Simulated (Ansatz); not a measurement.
AsGaH3 (SMILES [GaH2][AsH]) (doublet)

Input file:

```
crystal:
  periodic: [false, false, false]
  atoms:
    - {symbol: As, position_ang: [-0.093045, -2.422909, 1.154248]}
    - {symbol: Ga, position_ang: [-1.421162, -0.587950, 1.988715]}
    - {symbol: H, position_ang: [-1.964614, 0.498732, 0.997188]}
    - {symbol: H, position_ang: [-1.677722, -0.453911, 3.529174]}
    - {symbol: H, position_ang: [-1.064313, -2.597381, -0.016745]}
basis:
  gaussian:
    orbitals: def2-TZVPD
magnetization:
  spin_polarized: true
  initial_magnetization: 1
hamiltonian:
  xc: pbe0
output: {forces: true, orbitals: {seedname: orbitals}}
```

Launched as:

```sh
ansatz run input.yaml --threads 1 --pin off --max-ram 2610MiB --events-out events.jsonl --progress --plain --runs-dir runs
```

Geometry: r2SCAN-D4/def2-SVP.

Method: isolated molecule in a Gaussian basis; Kohn-Sham density functional theory, functional PBE0 in Ansatz 0.2.0.

Predict the electron density, electron localisation function and spin density between the atoms.

Ga–As (2.41 Å): ρ is about 0.56 e/Å³ halfway; the ELF peaks at about 0.80 between the atoms: localised, covalent bonding.
Ga–H (1.57 Å): the density is about 0.98 e/Å³ at the midpoint; the ELF climbs to about 1 towards the hydrogen.
The unpaired spin (1 electron) lies mostly on As1 (about 0.9) and Ga2 (about 0.1), in electrons by Hirshfeld's partition.

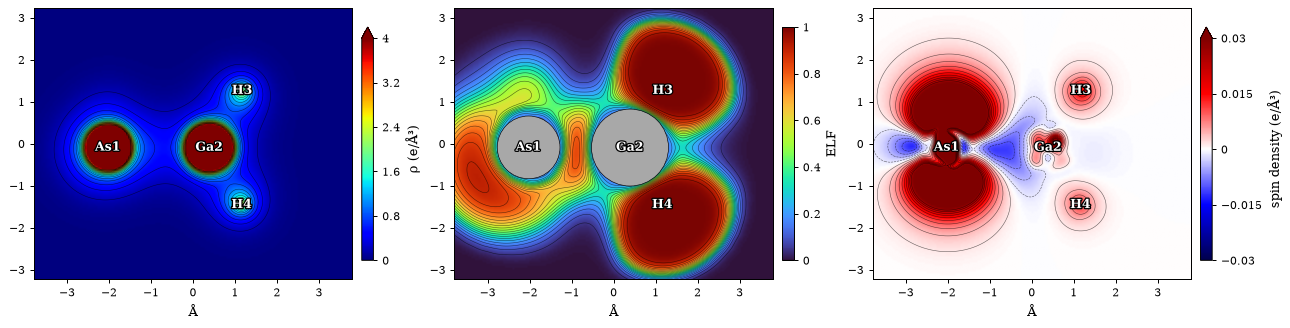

Computed electron density, electron localisation function and spin density on the plane of atoms As1, Ga2 and H4, in this order. Grey discs cover the atomic cores in the ELF map. 
